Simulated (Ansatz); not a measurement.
C₆H₁₄Cl₂O₂Zr (SMILES CC(C)[O][Zr]([Cl])([Cl])[O]C(C)C)

The calculation's input:

```
crystal:
  periodic: [false, false, false]
  atoms:
    - {symbol: C, position_ang: [-0.928395, 2.202114, -2.946012]}
    - {symbol: C, position_ang: [-0.785625, 0.898886, -2.187500]}
    - {symbol: C, position_ang: [-2.053239, 0.505389, -1.457164]}
    - {symbol: O, position_ang: [0.273681, 1.012539, -1.267119]}
    - {symbol: Zr, position_ang: [1.551220, 1.157211, 0.113843]}
    - {symbol: Cl, position_ang: [1.432338, 3.340329, 1.030473]}
    - {symbol: Cl, position_ang: [3.695766, 0.670675, -0.771882]}
    - {symbol: O, position_ang: [1.156441, -0.095232, 1.470634]}
    - {symbol: C, position_ang: [0.739727, -1.141838, 2.314083]}
    - {symbol: C, position_ang: [-0.585698, -1.692368, 1.829289]}
    - {symbol: C, position_ang: [1.824289, -2.197573, 2.374274]}
    - {symbol: H, position_ang: [-1.183651, 3.013210, -2.259458]}
    - {symbol: H, position_ang: [0.004991, 2.456789, -3.450786]}
    - {symbol: H, position_ang: [-1.717001, 2.122412, -3.697606]}
    - {symbol: H, position_ang: [-0.513337, 0.101179, -2.890618]}
    - {symbol: H, position_ang: [-1.910646, -0.428627, -0.910577]}
    - {symbol: H, position_ang: [-2.337468, 1.285520, -0.745990]}
    - {symbol: H, position_ang: [-2.874661, 0.368391, -2.163844]}
    - {symbol: H, position_ang: [0.604132, -0.708804, 3.313435]}
    - {symbol: H, position_ang: [-1.338601, -0.903124, 1.785077]}
    - {symbol: H, position_ang: [-0.945295, -2.473282, 2.502878]}
    - {symbol: H, position_ang: [-0.473607, -2.124599, 0.831217]}
    - {symbol: H, position_ang: [1.978210, -2.640391, 1.386899]}
    - {symbol: H, position_ang: [2.767479, -1.761069, 2.706456]}
    - {symbol: H, position_ang: [1.545651, -2.991936, 3.070295]}
basis:
  gaussian: {orbitals: def2-TZVPP}
hamiltonian: {xc: pbe0, dispersion: d4}
output: {orbitals: {seedname: orbitals}}
```

Run with:

```sh
ansatz run in.yaml --threads 11 --pin off --events-out ev --progress --plain --max-ram 120832MiB --backend cuda --devices 0, --max-vram 75GiB
```

Geometry: PBE0-D4/def2-TZVP; core potentials replace the inner electrons of Zr.

The calculation used RKS PBE0-D4/def2-TZVPP (Ansatz).

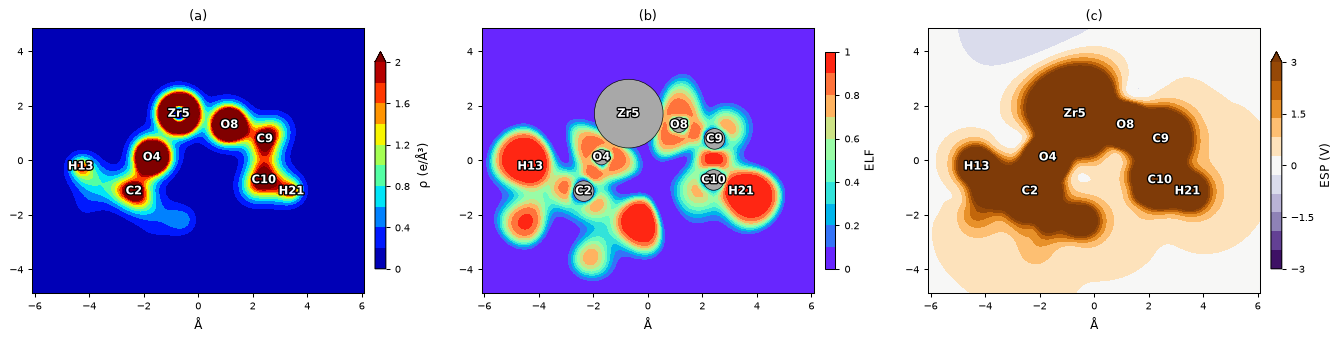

Figure 1. (a) electron density; (b) ELF; (c) molecular electrostatic potential on the plane of atoms O4, Zr5 and O8. Grey discs cover the atomic cores in the ELF map.

> Interpret the plot.

- The plane passes through C, O, Zr and H nuclei.
- C–O (1.41 Å): ρ at the midpoint is about 2 e/Å³, with its minimum of 1.7 e/Å³ about 0.5 Å from C; the ELF peaks at about 0.90 between the atoms (a polar covalent bond).
- C–C (1.51 Å): the density is about 1.7 e/Å³ at the midpoint; the ELF peaks at about 0.95 between the atoms; localised, covalent bonding.
- Zr–O (1.89 Å): the density is about 1 e/Å³ at the midpoint; the ELF peaks at about 0.80 in the valence shell of O, 0.5 Å from its nucleus, and drops to about 0.20 between the two atoms.
- C–H (1.09 Å): the density is about 2 e/Å³ at the midpoint; the ELF climbs to about 1 towards the hydrogen, as it does in any bond to H (an ordinary covalent bond to hydrogen).
- Outside the dense part of the molecule the potential is most negative (−0.6 V) near Cl6, which lies off the plane.

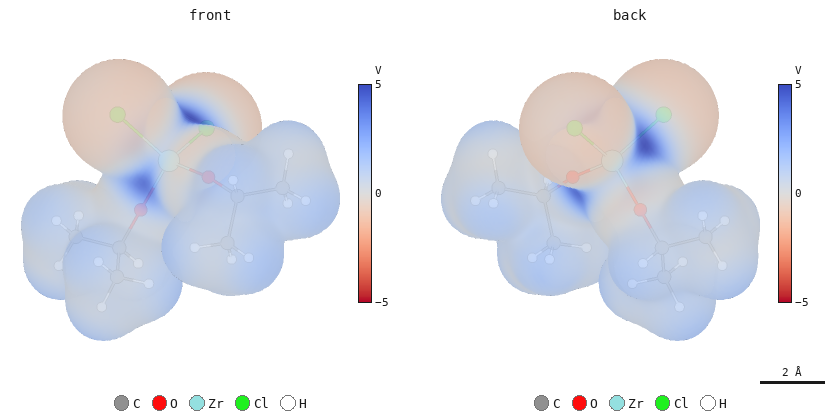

Figure 2. The electrostatic potential painted on the density surface at 0.004 e/bohr³, seen from the front and from behind; red is negative and blue positive.

> Describe the electrostatic potential map.

The most negative region (about −0.7 V, or −16 kcal/mol for a unit charge) lies over Cl6 and Cl7, the most positive (about +4.3 V, or +99 kcal/mol for a unit charge) over Zr5.

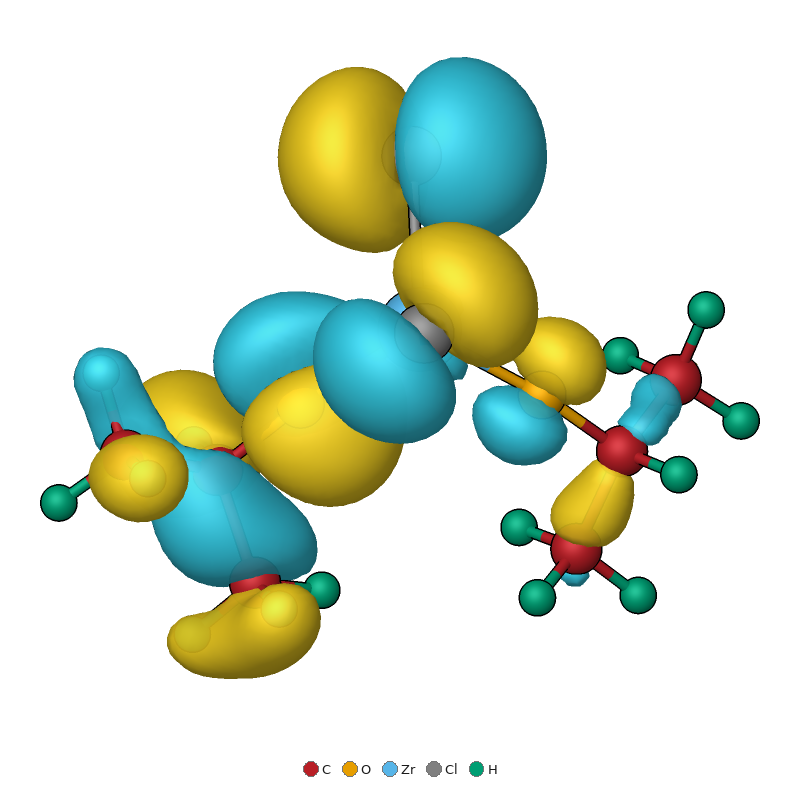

Figure 3. The HOMO−1 at ±0.06 Å⁻³ᐟ² (yellow and cyan are the two phases), seen at a tilt.

> Describe this orbital and give its energy.

By Hirshfeld shares it lies mainly on O4 (about 30 %), Cl7 (about 25 %), Cl6 (about 10 %) and C2 (about 10 %). Its energy is −8.48 eV.
